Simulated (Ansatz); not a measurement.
**HSE06/def2-SVP run of CH8Si2 (SMILES [SiH3]C[SiH3])**

Aim: the energy change on altering one bond length of CH8Si2 at HSE06/def2-SVP, from 2 runs. 

Program for the calculation: Ansatz 0.2.0.

56 further runs of the same task are left out: 56 set aside as unsound or not needed.

### Step 1. The system as given

CH8Si2 has 11 atoms, charge 0, and is taken as a singlet. SMILES: `[SiH3]C[SiH3]`. The coordinates come from a PBE0-D4/def2-TZVP relaxation.

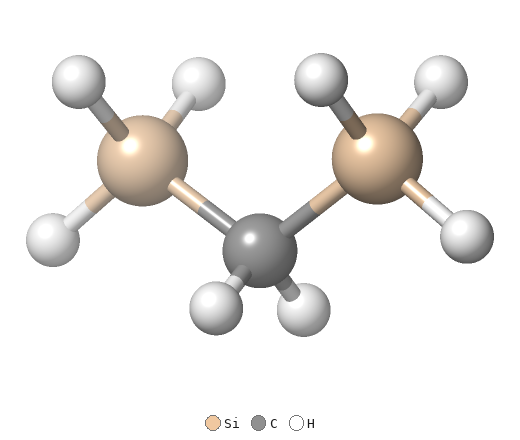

Viewed from a chosen angle; silicon light orange, carbon grey, hydrogen white.

### Step 2. A single-point energy at HSE06/def2-SVP

File run.yaml:

```yaml
crystal:
  periodic: [false, false, false]
  atoms:
    - {symbol: Si, position_ang: [-1.158980, 1.034720, -0.344660]}
    - {symbol: C, position_ang: [-0.286340, -0.621440, -0.365590]}
    - {symbol: Si, position_ang: [1.335180, -0.652340, 0.569590]}
    - {symbol: H, position_ang: [-2.435800, 0.976800, -1.106490]}
    - {symbol: H, position_ang: [-0.293510, 2.078920, -0.955560]}
    - {symbol: H, position_ang: [-1.463790, 1.436810, 1.054620]}
    - {symbol: H, position_ang: [-0.954100, -1.377620, 0.060730]}
    - {symbol: H, position_ang: [-0.099440, -0.908830, -1.405770]}
    - {symbol: H, position_ang: [1.110650, -0.304370, 1.998260]}
    - {symbol: H, position_ang: [2.282060, 0.336720, -0.011600]}
    - {symbol: H, position_ang: [1.964060, -1.999380, 0.506460]}
basis:
  gaussian: {orbitals: def2-SVP}
hamiltonian: {xc: {name: HSE06}}
accuracy: high
output: {orbitals: {seedname: orbitals}}
```

Run with:

```
$ ansatz run run.yaml --threads 1 --pin off --max-ram 3480MiB --events-out events.jsonl --progress --plain --runs-dir runs
```

The log of the run:

```text
Warning: RAYON_NUM_THREADS=1 ignored (pool sized by the plan → 1); use --threads N
Functional definition: HSE06
  name "HSE06"
  parameter a = 0.25
  parameter omega = 0.11/bohr
  exchange = pbe_x - a*pbe_x_sr(omega) + a*exact_x_sr(omega)
  correlation = pbe_c
2074 factors; integrals over basis functions are off by at most 3.9e-9 eV
109 factors; integrals over basis functions are off by at most 1.5e-9 eV
mean field evaluation 1: about -16903.7986 eV, gradient 4.1e1 eV
mean field evaluation 2: about -16900.4307 eV, gradient 5.2e1 eV
mean field evaluation 4: about -16908.0261 eV, gradient 5.4e-1 eV
mean field evaluation 8: about -16908.1843 eV, gradient 7.3e-2 eV
mean field evaluation 16: about -16908.1843 eV, gradient 3.0e-6 eV
mean field -16908.18434040 eV, -621.3643137306 hartree, gradient 6.7e-8 eV, S^2 0.000000; 0 other end points of the search recorded, 0 dependent functions left out
reference -16908.18434426 eV, -621.3643138726 hartree; 21, 21 occupied and 69, 69 virtual orbitals, 2074 factors
Total energy: -16908.18434426 eV, -621.3643138726 hartree
```

Run time: 2.9 s. Hardware: 1 thread of AMD EPYC 9R45 (Zen 5), shared host; peak memory 0.34 GiB.

### Step 3. The distorted shape

File molecule.yaml:

```yaml
crystal:
  periodic: [false, false, false]
  atoms:
    - symbol: Si
      position_ang: [-0.793215, 0.552222, -2.023762]
    - symbol: C
      position_ang: [0.079425, -1.103938, -2.044692]
    - symbol: Si
      position_ang: [1.700945, -1.134838, -1.109512]
    - symbol: H
      position_ang: [-2.070035, 0.494302, -2.785592]
    - symbol: H
      position_ang: [0.072255, 1.596422, -2.634662]
    - symbol: H
      position_ang: [-1.463790, 1.436810, 1.054620]
    - symbol: H
      position_ang: [-0.588335, -1.860118, -1.618372]
    - symbol: H
      position_ang: [0.266325, -1.391328, -3.084872]
    - symbol: H
      position_ang: [1.476415, -0.786868, 0.319158]
    - symbol: H
      position_ang: [2.647825, -0.145778, -1.690702]
    - symbol: H
      position_ang: [2.329825, -2.481878, -1.172642]
basis:
  gaussian:
    orbitals: def2-SVP
hamiltonian:
  xc: {name: HSE06}
accuracy: high
output: {orbitals: {seedname: orbitals}}
```

Run with:

```
$ ansatz run molecule.yaml --threads 1 --pin off --max-ram 3480MiB --events-out events.jsonl --progress --plain --runs-dir runs
```

The log of the run, shortened:

```text
Warning: RAYON_NUM_THREADS=1 ignored (pool sized by the plan → 1); use --threads N
[... 6 set-up lines as earlier in the session ...]
2028 factors; integrals over basis functions are off by at most 3.7e-9 eV
113 factors; integrals over basis functions are off by at most 1.6e-9 eV
mean field evaluation 1: about -16899.1000 eV, gradient 4.2e1 eV
mean field evaluation 2: about -16893.1803 eV, gradient 5.4e1 eV
mean field evaluation 4: about -16902.3862 eV, gradient 1.3e1 eV
mean field evaluation 8: about -16903.6892 eV, gradient 3.9e-1 eV
mean field evaluation 16: about -16903.6900 eV, gradient 9.5e-4 eV
mean field -16903.68997394 eV, -621.1991488095 hartree, gradient 1.3e-8 eV, S^2 0.000000; 0 other end points of the search recorded, 0 dependent functions left out
reference -16903.68997803 eV, -621.1991489600 hartree; 21, 21 occupied and 69, 69 virtual orbitals, 2028 factors
Total energy: -16903.68997803 eV, -621.1991489600 hartree
```

Run time: 3.6 s. Hardware: 1 thread of AMD EPYC 9R45 (Zen 5), shared host; peak memory 0.33 GiB.

### Step 4. Summary of results

Level: HSE06/def2-SVP.

| quantity | value |
| --- | --- |
| first shape: total energy | -621.36431 Eh |
| first shape: HOMO energy | -8.41 eV |
| first shape: LUMO energy | 0.34 eV |
| first shape: HOMO–LUMO gap | 8.75 eV |
| distorted shape: total energy | -621.19915 Eh |
| distorted shape: HOMO energy | -5.91 eV |
| distorted shape: LUMO energy | -3.83 eV |
| distorted shape: HOMO–LUMO gap | 2.08 eV |
| energy change with the Si1–H6 bond stretched from 1.487 to 3.272 Å | 4.494 eV |

One bond (distorted shape) is far stretched, which a spin-restricted single reference describes badly; a broken-symmetry solution may lie lower. With the Si1–H6 bond stretched from 1.487 to 3.272 Å the energy rises by 4.49 eV (104 kcal/mol). The first shape isn't relaxed at this level, so the change isn't measured from a minimum. A restricted reference can't describe the breaking bond well at this length.
